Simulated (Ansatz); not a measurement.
# GeH5S (charge +1): inversion of the pyramid at S1

Wanted: the energy profile along the inversion of the pyramid at S1, from relaxed end points and a band of images. SMILES of the start: [SH2+][GeH3].

Method: RKS PBE-D4/def2-SVP, in Ansatz 0.2.0.

## (1) The structure to begin with

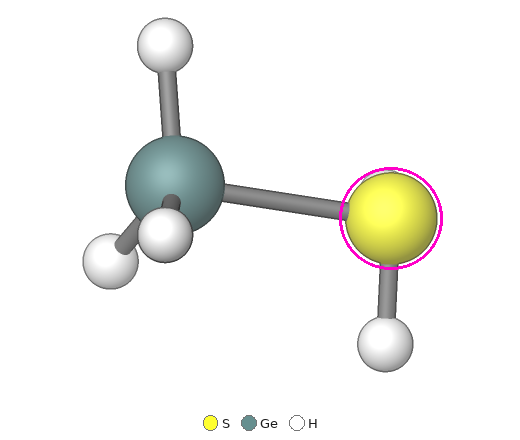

Start, viewed from a free direction; sulfur yellow, germanium teal, hydrogen white. Ringed: S1.

Coordinates:

```xyz
7

S    -0.2394   -1.3876   -0.4021
Ge    0.3953    0.8783   -0.0913
H    -0.0307   -1.7936    0.8633
H    -1.5600   -1.2164   -0.2110
H    -0.1131    1.5015   -1.3500
H    -0.3312    1.2609    1.1629
H     1.8792    0.7569    0.0283
```

## (2) Relaxing end A

input.yaml

```yaml
crystal:
  periodic: [false, false, false]
  atoms:
    - { symbol: S, position_ang: [-0.23941, -1.38764, -0.4021] }
    - { symbol: Ge, position_ang: [0.39527, 0.87829, -0.09134] }
    - { symbol: H, position_ang: [-0.03073, -1.79356, 0.8633] }
    - { symbol: H, position_ang: [-1.56, -1.21641, -0.21096] }
    - { symbol: H, position_ang: [-0.11312, 1.50146, -1.35005] }
    - { symbol: H, position_ang: [-0.3312, 1.26093, 1.16287] }
    - { symbol: H, position_ang: [1.87918, 0.75693, 0.02828] }
total_charge: 1
basis:
  gaussian: { orbitals: def2-SVP }
hamiltonian:
  xc: pbe
  dispersion: d4
relax:
  f_tol: 0.015
  max_steps: 40
output:
  orbitals: {}
```

Command:

```console
> ansatz run input.yaml --threads 1 --pin off --max-ram 2048MiB --backend cpu --events-out ev --progress --plain --runs-dir out
```

The log of the run, cut to the lines that bear on the results:

```text
Warning: RAYON_NUM_THREADS=1 ignored (pool sized by the plan → 1); use --threads N
[...]
Functional definition: PBE
[...]
846 factors; their error is unknown
[...]
mean field -67403.30500955 eV, -2477.0257714999 hartree, gradient 1.6e-5 eV, S^2 0.000000; 0 other end points of the search recorded, 0 dependent functions left out
[...]
reference -67403.30503879 eV, -2477.0257725746 hartree; 26, 26 occupied and 49, 49 virtual orbitals, 846 factors
relax step   1: F+E_penalty+E_count = -67403.39723592 eV  Δ(F+E_penalty+E_count) = +0.000e0 eV  max|allowed force component| = 7.832e-1 eV/Å  Δτ_max = 0.0000 Å  (22 SCF iters, accepted)
[...]
relax step   4: F+E_penalty+E_count = -67403.48381876 eV  Δ(F+E_penalty+E_count) = -6.986e-3 eV  max|allowed force component| = 1.652e-2 eV/Å  Δτ_max = 0.0282 Å  (22 SCF iters, accepted)
[...]
relax step   5: F+E_penalty+E_count = -67403.48392036 eV  Δ(F+E_penalty+E_count) = -1.016e-4 eV  max|allowed force component| = 1.012e-2 eV/Å  Δτ_max = 0.0061 Å  (18 SCF iters, accepted)
846 factors; their error is unknown
mean field -67403.39265611 eV, -2477.0289924516 hartree, gradient 6.2e-5 eV, S^2 0.000000; 1 other end points of the search recorded, 0 dependent functions left out
[...]
reference -67403.39268583 eV, -2477.0289935437 hartree; 26, 26 occupied and 49, 49 virtual orbitals, 846 factors
Total energy: -67403.48395007 eV, -2477.0323474429 hartree
Atom 0 at    -0.236572    -1.392405    -0.409636 Å, force    -0.003442    -0.010120    -0.001263 eV/Å
Atom 1 at     0.405423     0.936352    -0.075750 Å, force     0.002096     0.004268    -0.000632 eV/Å
Atom 2 at    -0.026313    -1.840087     0.868666 Å, force     0.000128     0.001918    -0.000025 eV/Å
Atom 3 at    -1.587610    -1.252362    -0.225836 Å, force     0.000990     0.001496     0.000995 eV/Å
Atom 4 at    -0.134042     1.503440    -1.397654 Å, force     0.000141     0.002037     0.000401 eV/Å
Atom 5 at    -0.345256     1.313419     1.211498 Å, force    -0.000406    -0.001374    -0.000461 eV/Å
Atom 6 at     1.924362     0.731643     0.028712 Å, force     0.000493     0.001775     0.000984 eV/Å
Dipole moment:    -0.295084    -0.392433     0.210429 e Å
```

Run time: 9.8 s. Hardware: 1 thread of Intel Xeon Platinum 8259CL at 2.50GHz (Skylake/Cascade Lake), shared host; peak memory 0.15 GiB.

Relaxation path:

```
step  energy from step 1 (eV)  largest force component (eV/Å)
   1                   0.0000                          0.7832
   2                  -0.0778                          0.2847
   3                  -0.0796                          0.2084
   4                  -0.0866                          0.0165
   5                  -0.0867                          0.0101
```

Step 1 is the start.

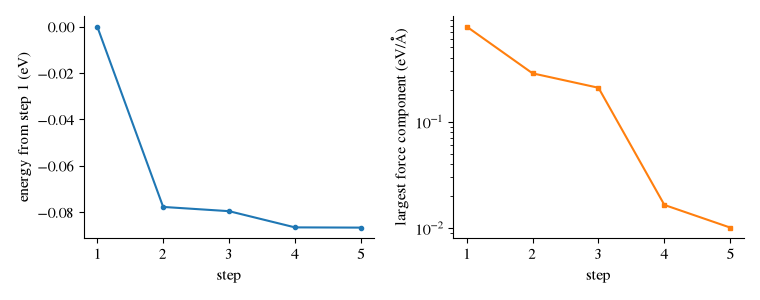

How energy and force went from step to step.

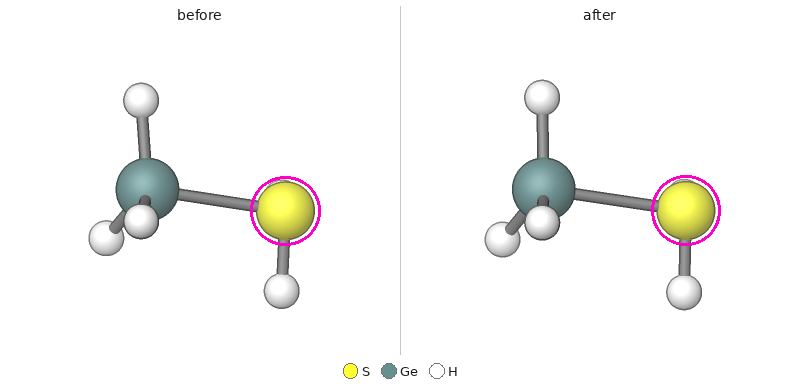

Before and after, at one scale.

After: Bond lengths: S1–Ge2 2.439 Å, S1–H3 1.371 Å, S1–H4 1.371 Å, Ge2–H5 1.536 Å, Ge2–H6 1.537 Å, Ge2–H7 1.536 Å. Angles: S1–Ge2–H5 98.2°, S1–Ge2–H6 102.7°, S1–Ge2–H7 98.2°, H5–Ge2–H6 117.3°, H5–Ge2–H7 117.1°, H6–Ge2–H7 117.3°, Ge2–S1–H3 98.3°, Ge2–S1–H4 98.3°, H3–S1–H4 93.4°.

## (3) Relaxing end B

The second end starts from a geometry with the move made by hand.

input.yaml, as its differences from that of step 2:

```diff
@@ -5,4 +5,4 @@
     - { symbol: Ge, position_ang: [0.39527, 0.87829, -0.09134] }
-    - { symbol: H, position_ang: [-0.03073, -1.79356, 0.8633] }
-    - { symbol: H, position_ang: [-1.56, -1.21641, -0.21096] }
+    - { symbol: H, position_ang: [0.99254, -1.87453, -0.6362] }
+    - { symbol: H, position_ang: [-0.53628, -1.29741, -1.71112] }
     - { symbol: H, position_ang: [-0.11312, 1.50146, -1.35005] }
@@ -19,3 +19 @@
   max_steps: 40
-output:
-  orbitals: {}
```

Command:

```console
> ansatz run input.yaml --threads 1 --pin off --max-ram 2048MiB --backend cpu --events-out ev --progress --plain --runs-dir out
```

The log of the run, cut to the lines that bear on the results:

```text
Warning: RAYON_NUM_THREADS=1 ignored (pool sized by the plan → 1); use --threads N
[...]
Functional definition: PBE
[...]
846 factors; their error is unknown
[...]
mean field -67403.27065674 eV, -2477.0245090575 hartree, gradient 2.3e-5 eV, S^2 0.000000; 0 other end points of the search recorded, 0 dependent functions left out
[...]
reference -67403.27068635 eV, -2477.0245101456 hartree; 26, 26 occupied and 49, 49 virtual orbitals, 846 factors
relax step   1: F+E_penalty+E_count = -67403.36293938 eV  Δ(F+E_penalty+E_count) = +0.000e0 eV  max|allowed force component| = 7.988e-1 eV/Å  Δτ_max = 0.0000 Å  (22 SCF iters, accepted)
[...]
relax step   5: F+E_penalty+E_count = -67403.45403738 eV  Δ(F+E_penalty+E_count) = -1.804e-4 eV  max|allowed force component| = 4.761e-3 eV/Å  Δτ_max = 0.0158 Å  (23 SCF iters, accepted)
[...]
relax step   9: F+E_penalty+E_count = -67403.45448745 eV  Δ(F+E_penalty+E_count) = -2.913e-4 eV  max|allowed force component| = 2.127e-2 eV/Å  Δτ_max = 0.0341 Å  (21 SCF iters, accepted)
[...]
relax step  13: F+E_penalty+E_count = -67403.45670929 eV  Δ(F+E_penalty+E_count) = -1.722e-3 eV  max|allowed force component| = 3.206e-2 eV/Å  Δτ_max = 0.0399 Å  (22 SCF iters, accepted)
[...]
relax step  15: F+E_penalty+E_count = -67403.46032981 eV  Δ(F+E_penalty+E_count) = -1.086e-3 eV  max|allowed force component| = 2.965e-1 eV/Å  Δτ_max = 0.0831 Å  (22 SCF iters, accepted)
[...]
relax step  16: F+E_penalty+E_count = -67403.46444721 eV  Δ(F+E_penalty+E_count) = -4.117e-3 eV  max|allowed force component| = 2.141e-1 eV/Å  Δτ_max = 0.0310 Å  (22 SCF iters, accepted)
[...]
846 factors; their error is unknown
[...]
```

## (4) More of the same log: end point B relaxed

The log, continued, cut to the lines that bear on the results:

```text
mean field -67403.38319645 eV, -2477.0286448154 hartree, gradient 1.6e-5 eV, S^2 0.000000; 0 other end points of the search recorded, 0 dependent functions left out
[...]
reference -67403.38322651 eV, -2477.0286459203 hartree; 26, 26 occupied and 49, 49 virtual orbitals, 846 factors
relax step  17: F+E_penalty+E_count = -67403.47455372 eV  Δ(F+E_penalty+E_count) = -1.011e-2 eV  max|allowed force component| = 8.613e-2 eV/Å  Δτ_max = 0.1780 Å  (25 SCF iters, accepted)
[...]
relax step  19: F+E_penalty+E_count = -67403.47736599 eV  Δ(F+E_penalty+E_count) = +3.204e-4 eV  max|allowed force component| = 3.258e-1 eV/Å  Δτ_max = 0.0923 Å  (22 SCF iters, rejected (line search))
[...]
relax step  21: F+E_penalty+E_count = -67403.48308684 eV  Δ(F+E_penalty+E_count) = -1.811e-3 eV  max|allowed force component| = 2.947e-2 eV/Å  Δτ_max = 0.0804 Å  (22 SCF iters, accepted)
[...]
reference -67403.39269139 eV, -2477.0289937482 hartree; 26, 26 occupied and 49, 49 virtual orbitals, 846 factors
Total energy: -67403.48395453 eV, -2477.0323476064 hartree
Atom 0 at    -0.437366    -1.274138    -0.692087 Å, force     0.004190    -0.002791    -0.001090 eV/Å
Atom 1 at     0.390120     0.954560    -0.143749 Å, force    -0.001111     0.001015    -0.000782 eV/Å
Atom 2 at     0.506411    -2.003683    -0.016795 Å, force    -0.002362     0.001259    -0.001495 eV/Å
Atom 3 at     0.193283    -1.423871    -1.899941 Å, force    -0.001619     0.000463     0.003315 eV/Å
Atom 4 at    -0.453539     1.755098    -1.147488 Å, force     0.000735     0.000729     0.000154 eV/Å
Atom 5 at    -0.047804     0.997006     1.328151 Å, force     0.000290    -0.000711    -0.000091 eV/Å
Atom 6 at     1.895874     0.833059    -0.427752 Å, force    -0.000122     0.000036    -0.000011 eV/Å
Dipole moment:     0.158181    -0.478900    -0.173594 e Å
```

Run time: 44 s. Hardware: 1 thread of Intel Xeon Platinum 8259CL at 2.50GHz (Skylake/Cascade Lake), shared host; peak memory 0.15 GiB.

Step by step:

```
step  energy from step 1 (eV)  largest force component (eV/Å)
   1                   0.0000                          0.7988
   2                  -0.0810                          0.2398
   3                  -0.0833                          0.2082
   4                  -0.0909                          0.0205
   5                  -0.0911                          0.0048
   6                  -0.0911                          0.0066
  7x                  -0.0848                          0.3903
   8                  -0.0913                          0.0210
   9                  -0.0915                          0.0213
  10                  -0.0920                          0.0596
 11x                  -0.0815                          0.5680
 12x                  -0.0910                          0.1431
  13                  -0.0938                          0.0321
  14                  -0.0963                          0.1620
  15                  -0.0974                          0.2965
  16                  -0.1015                          0.2141
  17                  -0.1116                          0.0861
  18                  -0.1147                          0.2066
 19x                  -0.1144                          0.3258
  20                  -0.1183                          0.0650
  21                  -0.1201                          0.0295
 22x                  -0.1198                          0.1298
 23x                  -0.1173                          0.1311
  24                  -0.1207                          0.0091
  25                  -0.1209                          0.0303
  26                  -0.1210                          0.0192
  27                  -0.1210                          0.0042
```

Step 1 is the start. 6 steps were tried and not accepted (marked x).

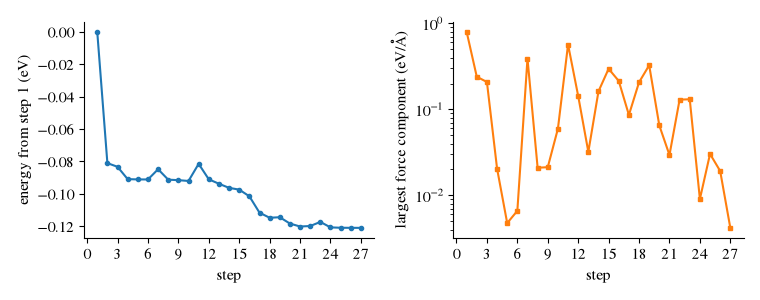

How energy and force went from step to step.

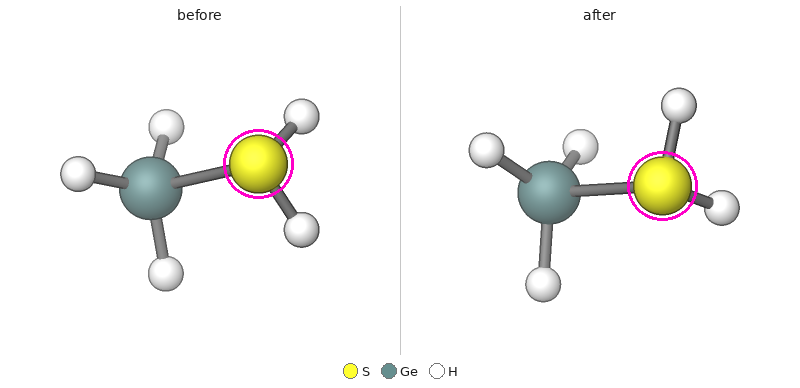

The structure before (left) and after (right), drawn at the same scale.

After: Bond lengths: S1–Ge2 2.440 Å, S1–H3 1.371 Å, S1–H4 1.371 Å, Ge2–H5 1.536 Å, Ge2–H6 1.536 Å, Ge2–H7 1.537 Å. Angles: S1–Ge2–H5 98.2°, S1–Ge2–H6 98.3°, S1–Ge2–H7 102.6°, H5–Ge2–H6 117.1°, H5–Ge2–H7 117.3°, H6–Ge2–H7 117.3°, Ge2–S1–H3 98.2°, Ge2–S1–H4 98.2°, H3–S1–H4 93.4°.

## (5) The band

crystal.atoms is end A as relaxed above, and neb.final_atoms is end B, turned to lie on A. With 5 inner images the band has 7 in all.

input.yaml

```yaml
crystal:
  periodic: [false, false, false]
  atoms:
    - { symbol: S, position_ang: [-0.236572, -1.392405, -0.409636] }
    - { symbol: Ge, position_ang: [0.405423, 0.936352, -0.07575] }
    - { symbol: H, position_ang: [-0.026313, -1.840087, 0.868666] }
    - { symbol: H, position_ang: [-1.58761, -1.252362, -0.225836] }
    - { symbol: H, position_ang: [-0.134042, 1.50344, -1.397654] }
    - { symbol: H, position_ang: [-0.345256, 1.313419, 1.211498] }
    - { symbol: H, position_ang: [1.924362, 0.731643, 0.028712] }
total_charge: 1
basis:
  gaussian: { orbitals: def2-SVP }
hamiltonian:
  xc: pbe
  dispersion: d4
neb:
  order_check: false
  images: 5
  f_tol: 0.03
  max_iterations: 60
  initial_path: idpp
  final_atoms:
    - { symbol: S, position_ang: [-1.00881787, -1.06656661, 0.10856393] }
    - { symbol: Ge, position_ang: [0.33195579, 0.96727624, -0.02675666] }
    - { symbol: H, position_ang: [-0.23400839, -1.75084268, 1.00878988] }
    - { symbol: H, position_ang: [-0.47681243, -1.72226793, -0.97128579] }
    - { symbol: H, position_ang: [-0.34174621, 1.59288168, -1.25755194] }
    - { symbol: H, position_ang: [-0.02733802, 1.56051232, 1.34402692] }
    - { symbol: H, position_ang: [1.75675912, 0.41900699, -0.20578633] }
```

Command:

```console
> ansatz run input.yaml --threads 1 --pin off --max-ram 2048MiB --backend cpu --events-out ev --progress --plain --runs-dir out
```

The log of the run, cut to the lines that bear on the results:

```text
Warning: RAYON_NUM_THREADS=1 ignored (pool sized by the plan → 1); use --threads N
[...]
Functional definition: PBE
[...]
846 factors; their error is unknown
[...]
mean field -67403.39265659 eV, -2477.0289924694 hartree, gradient 2.7e-5 eV, S^2 0.000000; 0 other end points of the search recorded, 0 dependent functions left out
[...]
reference -67403.39268632 eV, -2477.0289935616 hartree; 26, 26 occupied and 49, 49 virtual orbitals, 846 factors
846 factors; their error is unknown
[...]
mean field -67403.39266498 eV, -2477.0289927777 hartree, gradient 2.8e-5 eV, S^2 0.000000; 0 other end points of the search recorded, 0 dependent functions left out
[...]
reference -67403.39269478 eV, -2477.0289938727 hartree; 26, 26 occupied and 49, 49 virtual orbitals, 846 factors
NEB end point (image 0): max|allowed force component| = 1.011e-2 eV/Å (the criterion of neb.relax_end_points is 1.000e-2)
[...]
reference -67402.84984590 eV, -2477.0090445441 hartree; 26, 26 occupied and 49, 49 virtual orbitals, 846 factors
846 factors; their error is unknown
[...]
mean field -67403.27764406 eV, -2477.0247658368 hartree, gradient 6.1e-5 eV, S^2 0.000000; 0 other end points of the search recorded, 0 dependent functions left out
[...]
reference -67403.27767404 eV, -2477.0247669383 hartree; 26, 26 occupied and 49, 49 virtual orbitals, 846 factors
NEB iter   1: max|band force component| = 1.001e0 eV/Å  barrier→ = 0.8854 eV  barrier← = 0.8854 eV  Δτ_max = 0.1978 Å  (158 SCF iters)
[...]
NEB iter   2: max|band force component| = 5.434e-1 eV/Å  barrier→ = 0.7539 eV  barrier← = 0.7539 eV  Δτ_max = 0.0932 Å  (126 SCF iters)
[...]
NEB iter   3: max|band force component| = 1.480e-1 eV/Å  barrier→ = 0.7233 eV  barrier← = 0.7234 eV  CI = image 3  Δτ_max = 0.0616 Å  (114 SCF iters)
[...]
846 factors; their error is unknown
mean field -67403.37774018 eV, -2477.0284443011 hartree, gradient 2.8e-5 eV, S^2 0.000000; 0 other end points of the search recorded, 0 dependent functions left out
[...]
```

(Part 1 of 2 ends here.)
